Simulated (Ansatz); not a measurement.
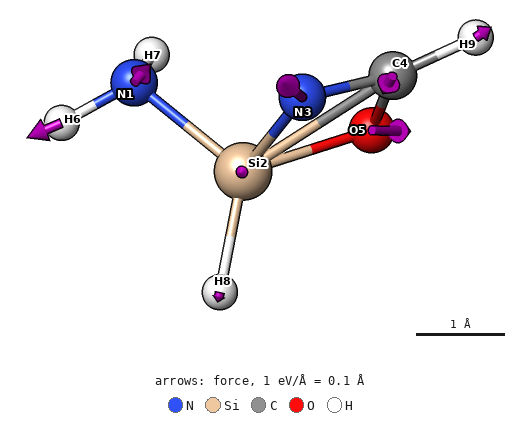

Starting geometry of CH₄N₂OSi with the computed forces as purple arrows. The picture is a ball-and-stick view, seen at a tilt.

The run prepares an end point of a later path (inversion) calculation, from a guessed geometry.

Method: Ansatz 0.2.0, RKS PBE-D4/def2-SVP.

Input file:
```yaml
crystal:
  periodic: [false, false, false]
  atoms:
    - { symbol: "N", position_ang: [0.2117, 0.6978, 1.4768] }
    - { symbol: Si, position_ang: [-0.4867, -0.4213, 0.4533] }
    - { symbol: "N", position_ang: [0.725, -0.632, -0.7007] }
    - { symbol: C, position_ang: [0.0817, -0.1005, -1.5933] }
    - { symbol: O, position_ang: [-1.1042, 0.2238, -0.9188] }
    - { symbol: H, position_ang: [0.18978, 0.41134, 2.3807] }
    - { symbol: H, position_ang: [-0.37318, 1.55818, 1.43678] }
    - { symbol: H, position_ang: [-1.0143, -1.6464, 0.9841] }
    - { symbol: H, position_ang: [0.0926, 0.1253, -2.6179] }
basis:
  gaussian: { orbitals: def2-SVP }
hamiltonian:
  xc: pbe
  dispersion: d4
relax:
  f_tol: 0.015
  max_steps: 40
```

Command:
```bash
ansatz run input.yaml --threads 1 --pin off --max-ram 2048MiB --backend cpu --events-out ev --progress --plain --runs-dir out
```

**Is this structure relaxed? If not, where do the atoms go?**

It isn't relaxed: the largest force vector, on N3, is 9.54 eV/Å. The final displacements have little in common with the starting forces (cosine between the two patterns 0.18). The atom that moves furthest after the best rigid fit is H7 (0.82 Å). By element the largest moves are H 0.82 Å, N 0.33 Å, Si 0.21 Å, O 0.21 Å, C 0.16 Å. Near-neighbour distances that change, for instance: Si2–O5 1.637 → 1.803 Å, Si2–N3 1.687 → 1.790 Å, N3–C4 1.222 → 1.301 Å, N1–H6 0.948 → 1.020 Å. Bond angles that change, for instance: N1–Si2–C4 111.9° → 129.7°, N1–Si2–N3 101.7° → 118.5°, N3–C4–H9 143.3° → 127.1°. Over 14 geometry steps the energy falls by 48.7 kcal/mol. Largest force component: 8.4 eV/Å at the start, 0.0031 eV/Å at the end.
